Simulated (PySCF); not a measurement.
Molecule: H₇Cl₃Si₄, SMILES [SiH2]([SiH2][SiH3])[Si](Cl)(Cl)Cl. Atoms near the plane z = 0.6 Å, at the GFN2-xTB optimised geometry (x, y, z in Å): Si1 (2.1, -0.9, 0.0), Si2 (-0.2, -0.9, 0.0), Si3 (-1.2, 1.2, 0.0), H9 (2.6, -0.8, 1.4), H11 (-0.8, -1.6, 1.2), H14 (-2.7, 1.3, -0.3).

Method: CAM-B3LYP/def2-TZVP run with PySCF. The values are rescaled to run from 0 to 1.

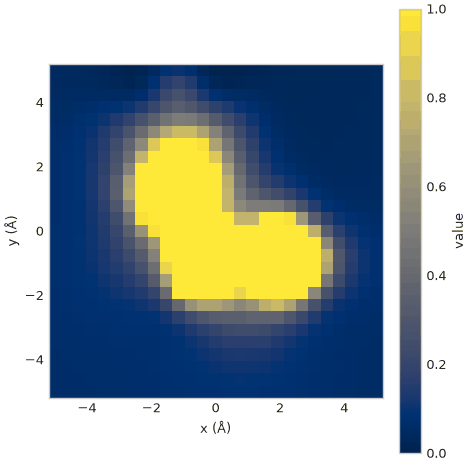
*a field on the plane z = 0.6 Å.*

### Question
Which quantity is mapped?
(A) Laplacian of the electron density
(B) deformation density (molecule minus spherical neutral atoms)
(C) electrostatic potential
(D) log10 of the electron density

### Answer
C, electrostatic potential. In full: electrostatic potential (hartree/e), clipped to [-0.08, 0.12].
